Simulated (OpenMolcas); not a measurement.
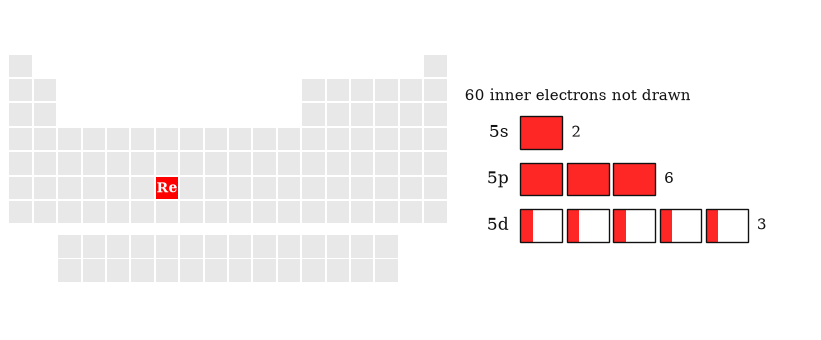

Left, the place of rhenium in the periodic table; right, the outer shells of the leading configuration of the lowest level: a box for each of the 2l + 1 orbitals, shaded by the share of the shell that is filled, with the electron count at the right.

# Re⁴⁺ complex: multiconfigurational calculation (part 1 of 2)

System: Re⁴⁺ with 6 ligands (Br; octahedron, 2.54 Å), neutralised by 6 outer point charges of +0.33 e, whose field is part of the energies.
Method: state-averaged CASSCF, active space 3 electrons in the shell 5d, basis ANO-RCC-VTZP on the metal and ANO-RCC-VDZP on the ligands, DKH2 scalar Hamiltonian, spin-orbit coupling by RASSI with atomic mean-field integrals (OpenMolcas).

**Log (extracts)**
```
--- SEWARD ---
Basis set label: RE.ANO-RCC...8S7P5D3F2G1H.

      Electronic valence basis set:
      ------------------
      Associated Effective Charge  75.000000 au
      Associated Actual Charge     75.000000 au
      Nuclear Model: Point charge

      Shell  nPrim  nBasis  Cartesian Spherical Contaminant
         s      24       8        X
         p      21       7        X
         d      15       5                 X
         f      11       3                 X
         g       4       2                 X
         h       2       1                 X
                  Relativistic Douglas-Kroll-Hess integrals:
                    - DKH order of Hamiltonian: 2
                    - DKH order of Properties : 0
                  Atomic mean-field integrals
--- RASSCF ---
Wave function specifications:
      -----------------------------

      Number of closed shell electrons         284
      Number of electrons in active shells       3
      Max number of holes in RAS1 space          0
      Max nr of electrons in RAS3 space          0
      Number of inactive orbitals              142
      Number of active orbitals                  5
      Number of secondary orbitals             119
      Spin quantum number                      1.5
      State symmetry                             1
Orbital specifications:
      -----------------------

      Symmetry species                           1   2
                                                ag  au
      Frozen orbitals                            0   0
      Inactive orbitals                         69  73
      Active orbitals                            5   0
      RAS1 orbitals                              0   0
      RAS2 orbitals                              5   0
      RAS3 orbitals                              0   0
      Secondary orbitals                        58  61
      Deleted orbitals                           0   0
      Number of basis functions                132 134
      Number of CSFs                            10
      Number of root(s) required                10
      Iter CI   SX   CI       RASSCF       Energy    max ROT     max BLB   max BLB  Level Ln srch  Step   QN
          iter iter root      energy       change     param      element    value   shift minimum  type update
 Nr of preliminary CI iterations:   1
      Total energies have been shifted. Add               -32000.00 au
        1   1   18    0  -302.07229215    0.00E+00  -1.03E-01*  26  81 2  3.09E-01*  1.30   0.00    SX    NO
        2   1   19    0  -302.74060392   -6.68E-01* -1.03E-01*  64  72 1  1.94E-01*  1.04   0.00    SX    NO
        3   1   19    0  -302.99945017   -2.59E-01* -7.40E-02   64  72 1  1.29E-01*  0.87   0.00    SX    NO
        4   1   19    0  -303.08304706   -8.36E-02*  4.00E-02   64  72 1  6.75E-02*  0.77   0.00    SX    NO
        5   1   19    0  -303.11280439   -2.98E-02*  5.55E-02   64  72 1  4.43E-02*  0.75   1.88    QN   YES
        6   1   18    0  -303.13155172   -1.87E-02* -1.65E-02   26  81 2 -1.29E-02*  0.71   1.18    QN   YES
        7   1   17    0  -303.13397610   -2.42E-03*  5.52E-03   22  84 1 -6.48E-03*  0.72   1.25    QN   YES
        8   1   16    0  -303.13441218   -4.36E-04*  2.23E-03   22  84 1 -3.56E-03*  0.72   1.41    LS   YES
        9   1   15    0  -303.13445236   -4.02E-05*  1.03E-03   22  84 1 -2.39E-03*  0.72   1.02    QN   YES
       10   1   14    0  -303.13450206   -4.97E-05*  5.99E-04   22  84 1 -1.14E-03*  0.72   1.58    LS   YES
       11   1   13    0  -303.13450984   -7.78E-06*  5.30E-04   64  72 1  6.49E-04*  0.72   1.01    QN   YES
       12   1   11    0  -303.13451561   -5.77E-06*  3.12E-04   18  82 2 -3.56E-04*  0.72   1.59    LS   YES
       13   1   12    0  -303.13451653   -9.22E-07*  1.57E-04   68  83 2 -3.78E-04*  0.72   1.00    QN   YES
       14   1   11    0  -303.13451736   -8.25E-07*  8.92E-05   68  83 2 -1.28E-04*  0.72   1.44    QN   YES
       15   1    9    0  -303.13451757   -2.12E-07* -4.32E-05   19  83 2  6.34E-05   0.72   1.28    QN   YES
       16   1    8    0  -303.13451761   -3.95E-08* -3.66E-05   18  82 2  3.26E-05   0.72   1.49    QN   YES
       17   1    8    0  -303.13451762   -1.48E-08* -2.55E-05   46  71 1 -1.49E-05   0.72   1.52    QN   YES
       18   1    7    0  -303.13451763   -5.24E-09   1.38E-05   18  82 2 -1.15E-05   0.72   1.42    QN   YES
      Convergence after 18 iterations
       19   1    7    0  -303.13451763   -1.63E-09   1.38E-05   19  83 2 -6.75E-06   0.72   1.42    QN   YES
      Natural orbitals and occupation numbers for root  1
      sym 1:   1.000000   1.000000  -0.000000   1.000000   0.000000
      Natural orbitals and occupation numbers for root  2
      sym 1:   0.000005   0.999995   0.999995   1.000000   0.000005
      Natural orbitals and occupation numbers for root  3
      sym 1:   1.000000   0.999955   0.000045   0.000045   0.999955
::    RASSCF root number  1 Total energy: -32303.27384018
::    RASSCF root number  2 Total energy: -32303.16832088
::    RASSCF root number  3 Total energy: -32303.16832088
::    RASSCF root number  4 Total energy: -32303.16832088
::    RASSCF root number  5 Total energy: -32303.14053151
::    RASSCF root number  6 Total energy: -32303.14053151
::    RASSCF root number  7 Total energy: -32303.14053151
::    RASSCF root number  8 Total energy: -32303.04825965
::    RASSCF root number  9 Total energy: -32303.04825965
::    RASSCF root number 10 Total energy: -32303.04825965
--- RASSCF ---
Wave function specifications:
      -----------------------------

      Number of closed shell electrons         284
      Number of electrons in active shells       3
      Max number of holes in RAS1 space          0
      Max nr of electrons in RAS3 space          0
      Number of inactive orbitals              142
      Number of active orbitals                  5
      Number of secondary orbitals             119
      Spin quantum number                      0.5
      State symmetry                             1
Orbital specifications:
      -----------------------

      Symmetry species                           1   2
                                                ag  au
      Frozen orbitals                            0   0
      Inactive orbitals                         69  73
      Active orbitals                            5   0
      RAS1 orbitals                              0   0
      RAS2 orbitals                              5   0
      RAS3 orbitals                              0   0
      Secondary orbitals                        58  61
      Deleted orbitals                           0   0
      Number of basis functions                132 134
      Number of CSFs                            40
      Number of root(s) required                40
      Iter CI   SX   CI       RASSCF       Energy    max ROT     max BLB   max BLB  Level Ln srch  Step   QN
          iter iter root      energy       change     param      element    value   shift minimum  type update
 Nr of preliminary CI iterations:   1
      Total energies have been shifted. Add               -32000.00 au
        1   1   12    0  -303.07496063    0.00E+00  -9.32E-03   73  88 1 -8.18E-03*  0.76   0.00    SX    NO
        2   1   14    0  -303.07585682   -8.96E-04*  5.21E-03   65  73 1 -5.74E-03*  0.76   0.00    SX    NO
        3   1   13    0  -303.07621963   -3.63E-04*  3.17E-03   65  73 1 -4.16E-03*  0.76   0.00    SX    NO
        4   1   13    0  -303.07638247   -1.63E-04* -2.02E-03   65  73 1 -3.12E-03*  0.76   0.00    SX    NO
        5   1   13    0  -303.07645962   -7.71E-05* -2.98E-03   65  73 1 -2.29E-03*  0.76   2.50    LS   YES
        6   1   12    0  -303.07652223   -6.26E-05* -1.57E-03   58  77 2 -1.16E-03*  0.76   1.53    LS   YES
        7   1   12    0  -303.07653080   -8.57E-06*  5.15E-04   58  77 2 -1.63E-03*  0.76   1.01    QN   YES
        8   1   11    0  -303.07653528   -4.48E-06*  4.21E-04   58  77 2  1.28E-03*  0.76   0.86    QN   YES
        9   1    9    0  -303.07653875   -3.47E-06*  4.75E-04   58  77 2  4.69E-04*  0.76   2.13    LS   YES
       10   1   11    0  -303.07654001   -1.27E-06*  1.71E-04   52  75 2 -4.57E-04*  0.76   0.95    QN   YES
       11   1   10    0  -303.07654049   -4.74E-07*  1.37E-04   63  72 1 -1.58E-04*  0.76   1.80    LS   YES
       12   1   10    0  -303.07654061   -1.18E-07*  1.06E-04   58  77 2  2.52E-04*  0.76   1.01    QN   YES
       13   1    9    0  -303.07654075   -1.39E-07*  8.92E-05   58  77 2  1.06E-04*  0.76   1.84    LS   YES
       14   1    8    0  -303.07654078   -3.64E-08* -1.80E-05   61  84 1  4.72E-05   0.76   1.00    QN   YES
       15   1    7    0  -303.07654079   -7.24E-09  -1.90E-05   61  84 1  2.38E-05   0.76   1.49    QN   YES
      Convergence after 15 iterations
       16   1    7    0  -303.07654079   -3.00E-09  -1.90E-05   61  84 1  5.97E-06   0.76   1.49    QN   YES
      Natural orbitals and occupation numbers for root  1
      sym 1:   0.986631   1.002537   0.013808   0.994820   0.002204
      Natural orbitals and occupation numbers for root  2
      sym 1:   0.986789   1.002694   0.002204   0.994505   0.013808
      Natural orbitals and occupation numbers for root  3
      sym 1:   1.000350   0.993712   0.004356   0.998126   0.003455
::    RASSCF root number  1 Total energy: -32303.21601327
::    RASSCF root number  2 Total energy: -32303.21601327
::    RASSCF root number  3 Total energy: -32303.21320701
::    RASSCF root number  4 Total energy: -32303.21320701
::    RASSCF root number  5 Total energy: -32303.21320701
::    RASSCF root number  6 Total energy: -32303.18322374
::    RASSCF root number  7 Total energy: -32303.18322374
::    RASSCF root number  8 Total energy: -32303.18322374
::    RASSCF root number  9 Total energy: -32303.12374368
::    RASSCF root number 10 Total energy: -32303.12182688
::    RASSCF root number 11 Total energy: -32303.12182688
::    RASSCF root number 12 Total energy: -32303.12182688
::    RASSCF root number 13 Total energy: -32303.11574030
::    RASSCF root number 14 Total energy: -32303.11574030
::    RASSCF root number 15 Total energy: -32303.11574030
::    RASSCF root number 16 Total energy: -32303.10815815
::    RASSCF root number 17 Total energy: -32303.10815815
::    RASSCF root number 18 Total energy: -32303.10144928
::    RASSCF root number 19 Total energy: -32303.10144928
::    RASSCF root number 20 Total energy: -32303.10144928
::    RASSCF root number 21 Total energy: -32303.08196047
::    RASSCF root number 22 Total energy: -32303.08196047
::    RASSCF root number 23 Total energy: -32303.08196047
::    RASSCF root number 24 Total energy: -32303.07385388
::    RASSCF root number 25 Total energy: -32303.03404961
::    RASSCF root number 26 Total energy: -32303.03404961
::    RASSCF root number 27 Total energy: -32303.01499941
::    RASSCF root number 28 Total energy: -32303.01499941
::    RASSCF root number 29 Total energy: -32303.01499940
::    RASSCF root number 30 Total energy: -32303.01291648
```

(Continued in part 2.) Outcome of the run: converged.
